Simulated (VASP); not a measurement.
Band structure of KBr (rock salt). Calculation: vdW-DF2, VASP's PBE PAW potentials (set 64) (plane waves; VASP 6.6.1).

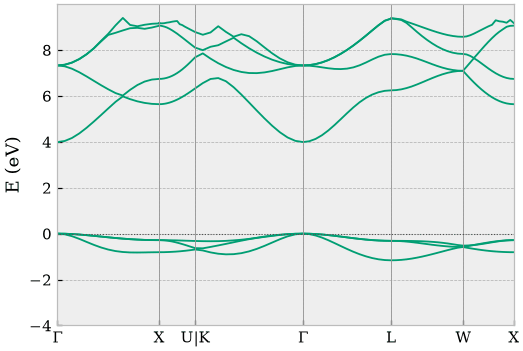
Figure. Bands along high-symmetry lines, zero at the valence-band maximum or, without a gap, the Fermi level

Question: Read the plot: is there a gap, and where are the band edges?

Answer: The gap is direct, 3.99 eV, from the valence maximum at Γ to the conduction minimum at Γ. (Edges off the drawn lines would not show.)

Measured: gap 7.40 eV (computed value off by -3.41 eV), as given by Aguado et al., (1998), arXiv:cond-mat/9809176.

The compound is KBr in the rock salt structure. It was relaxed first.
